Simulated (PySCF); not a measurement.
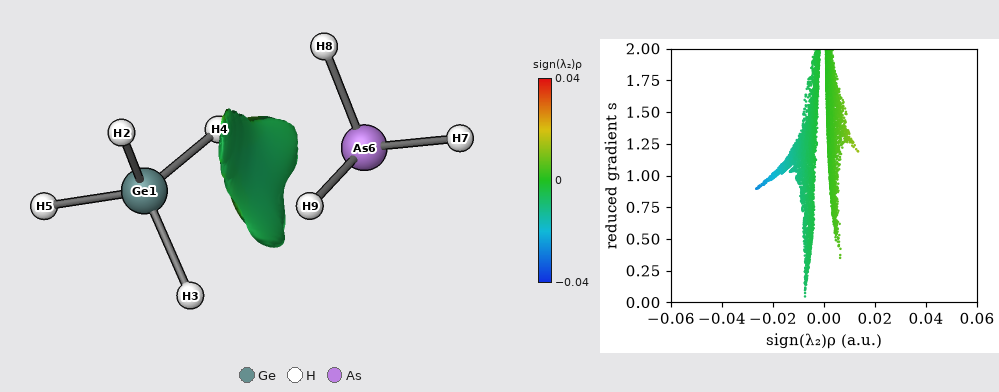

Figure. AsGeH₇, SMILES `[GeH4].[AsH3]`. Non-covalent interaction surfaces between the fragments (reduced density gradient s = 0.5, coloured by sign(λ₂)ρ in a.u.; trimmed to the region between the fragments where ρ is under 0.06 a.u.). Fragment A: GeH4 (atoms 1–5); fragment B: AsH3. The plot gives s against sign(λ₂)ρ for grid points between the fragments.

Level of theory: HF/def2-SVP (PySCF), at a geometry from GFN2-xTB. GFN2-xTB bond lengths at metals and heavier atoms can be off by up to 0.1 Å and shapes distorted, which carries into these values.

### Which interactions hold the two fragments together?

Bond critical points between the fragments: Ge1···As6, 3.54 Å, ρ = 0.007 a.u. It is weak and appears green (van der Waals range). The pose is a local one from a semi-empirical search, not shown to be the most stable.

### How strongly are they bound?

The counterpoise-corrected interaction energy of the frozen fragments is +3.0 kcal/mol without dispersion correction and −1.2 kcal/mol with D3(BJ). The pair geometry is semi-empirical, not a minimum at this level.

Run time: 3.6 s on 1 thread of Arm Neoverse V2 (shared host), peak memory 0.22 GiB.
